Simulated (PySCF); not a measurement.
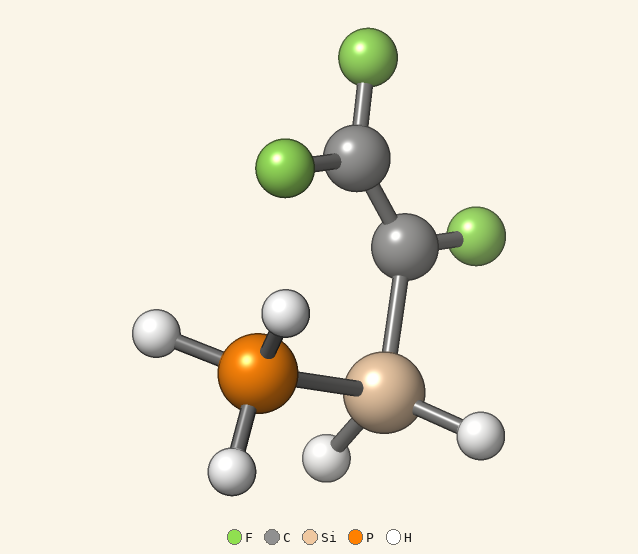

A ball-and-stick model of a molecule.

Charge +1, singlet. Computed geometry: GFN2-xTB optimisation. No frequency run is at hand to confirm it as a minimum.

Describe the molecule.

Formula C2H5F3PSi(+). SMILES: `FC(F)=C(F)[SiH2][PH3+]`. It has no ring. Among its groups: alkene, C–F bond, Si–H bond. The point group is Cs. Coordination: 2 C trigonal planar; 1 Si tetrahedral; 1 P tetrahedral.

The parts below concern this one geometry. Atoms keep their numbers from picture to picture.

**Electronic properties**

No frequency run is at hand to confirm it as a minimum. Level of theory: PBE0/def2-SVPD, gas phase (PySCF 2.14.0). Excitations: vertical, linear response.

**Give the LUMO energy (Kohn–Sham orbital) at this level.**

−5.89 eV.

**Estimate the brightest of the 6 lowest singlets.**

6.76 eV.

**Give the HOMO energy (Kohn–Sham orbital) at this level.**

−12.06 eV.

**What is the lowest vertical singlet excitation?**

4.91 eV.

**Charges**

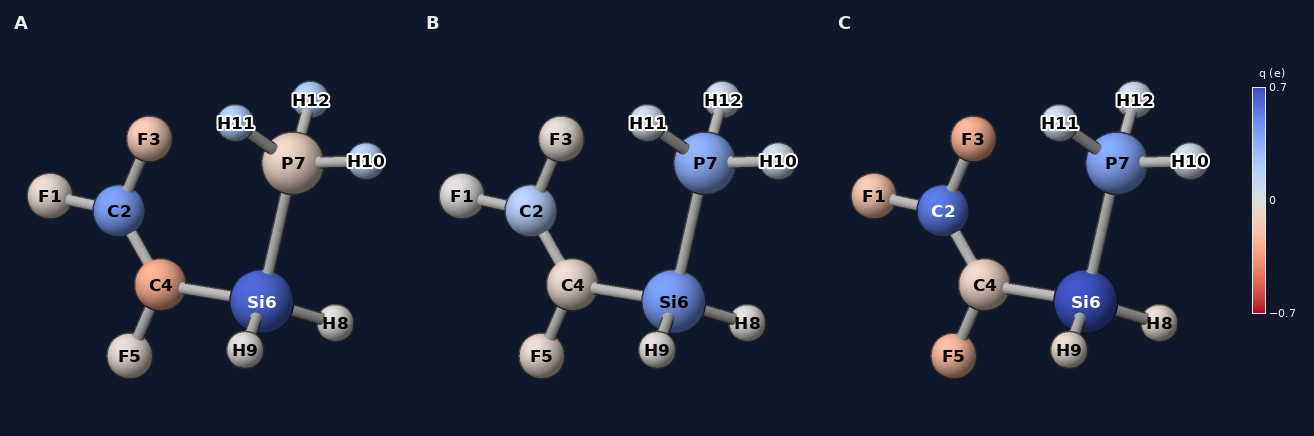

Atomic charges of one calculation by 3 schemes, on one colour scale. No frequency run is at hand to confirm it as a minimum. Level of theory: PBE0/pcSseg-1 (PySCF 2.14.0).

**The schemes are ESP-fitted, Hirshfeld, IAO. Which panel shows which?**

A ESP-fitted, B Hirshfeld, C IAO.

List the charges (e), one line for each set of equivalent atoms.

```csv
atom,ESP-fitted,Hirshfeld,IAO
F1,−0.05,−0.01,−0.17
C2,0.42,0.18,0.55
F3,−0.15,−0.03,−0.26
C4,−0.27,−0.05,−0.09
F5,−0.04,−0.05,−0.23
Si6,0.61,0.42,0.67
P7,−0.09,0.35,0.38
"H8, H9",−0.01,−0.01,−0.04
H10,0.18,0.07,0.06
"H11, H12",0.20,0.07,0.08
```

**NMR shielding**

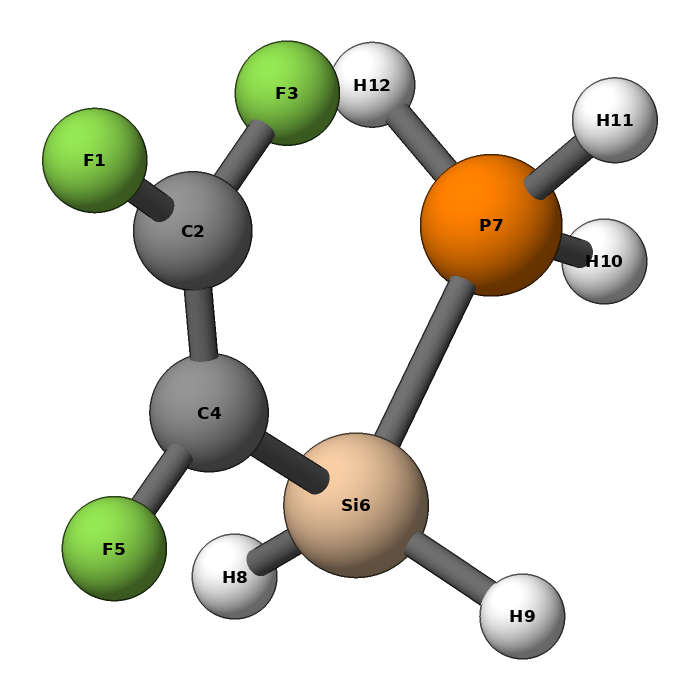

No frequency run is at hand to confirm it as a minimum. Level of theory: GIAO PBE0/pcSseg-1 NMR shielding, non-relativistic, gas phase (PySCF 2.14.0). Principal shieldings σ11 ≤ σ22 ≤ σ33, span Ω = σ33 − σ11, skew κ = 3(σiso − σ22)/Ω.

Give the shielding tensors of the Si atoms.

```tsv
atom	σ11	σ22	σ33	σiso	Ω	κ
Si6	384.2	417.1	421.7	407.7	37.5	−0.76
```

Shieldings and span in ppm.

**Polarisability**

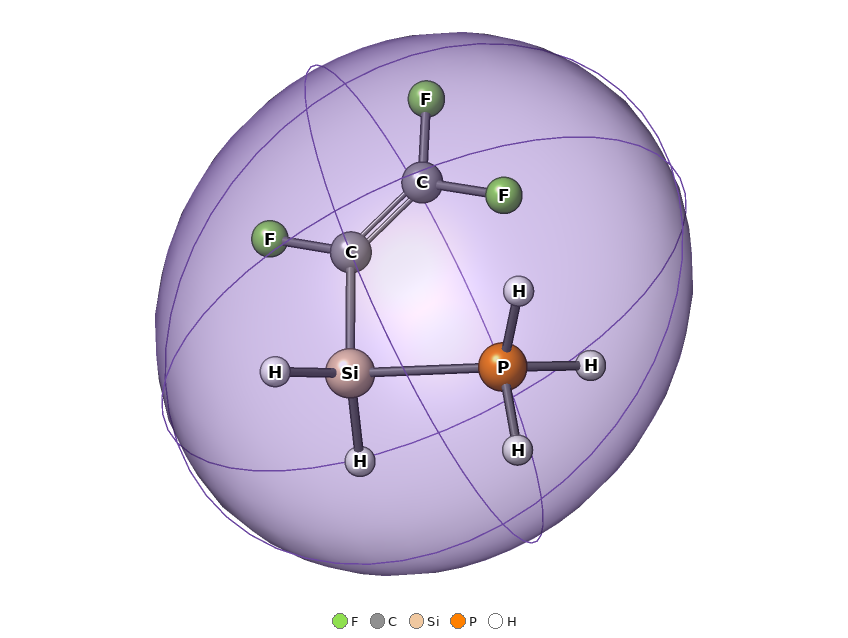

The ellipsoid shows the static dipole polarisability: its half-axes are proportional to the principal values. No frequency run is at hand to confirm it as a minimum. Level of theory: PBE0/def2-SVPD (PySCF 2.14.0).

**How large and how anisotropic is the polarisability?**

Principal values 54.6, 80.0, 82.2 bohr³; mean 72.3 bohr³ (10.71 Å³); anisotropy 26.5 bohr³, so the longest axis is 1.50 times the shortest.

The geometry is semi-empirical. Around P, Si such bond lengths and angles can be off by a tenth of an ångström or more and by several degrees, and values that hang on the shape move with them.
